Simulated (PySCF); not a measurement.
The calculation's input:

```
{"job": {"kind": "nmr", "xc": "PBE0", "basis": "pcSseg-1"}, "charge": 0, "multiplicity": 1}
C     -1.119808    -1.577341     0.746513
C     -1.217651    -0.213749     0.164779
N     -2.202848     0.572354     0.567129
C     -2.274060     1.771910     0.000378
N     -1.465897     2.233243    -0.927831
N     -0.475329     1.479131    -1.321092
C     -0.314188     0.275553    -0.805068
C      0.878353    -0.506007    -1.273870
O      1.740655    -0.820933    -0.221462
Si     2.550813     0.197702     0.755174
H     -1.302631    -2.321280    -0.028830
H     -0.118991    -1.745688     1.138136
H     -1.858565    -1.690689     1.534754
H     -3.072504     2.424787     0.325452
H      1.397147     0.087883    -2.034080
H      0.551200    -1.453195    -1.720048
H      1.633383     1.044920     1.524847
H      3.454115     1.059016    -0.005638
H      3.207002    -0.808366     1.573296
```

Launched as:

```sh
OMP_NUM_THREADS=1 python probes_run.py task.json out
```

Geometry: GFN2-xTB.

These are results of PBE0/pcSseg-1, SCF density, gas phase, non-relativistic (PySCF), not measurements.

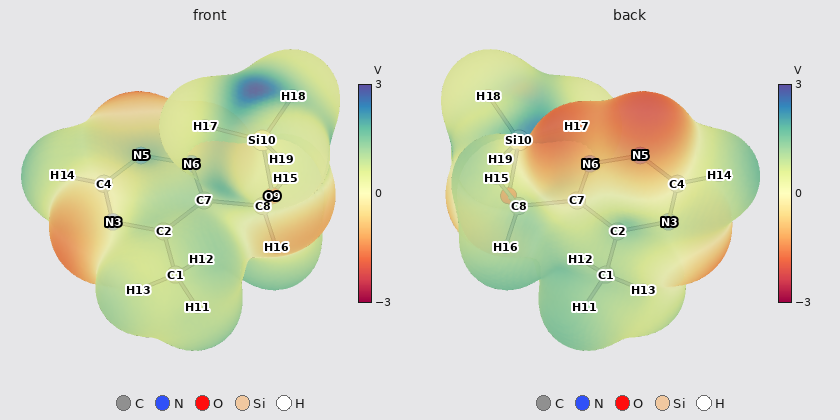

C$_{5}$H$_{9}$N$_{3}$OSi (SMILES Cc1ncnnc1CO[SiH3]). The molecular electrostatic potential painted on the density surface at 0.004 e/bohr³, seen from the front and from behind; red is negative and blue positive.

Where is the surface potential most negative and most positive?

The most negative region (about −2.1 V) lies over N5, the most positive (about +2.6 V) over Si10. N5 is the likeliest acceptor of a hydrogen bond.
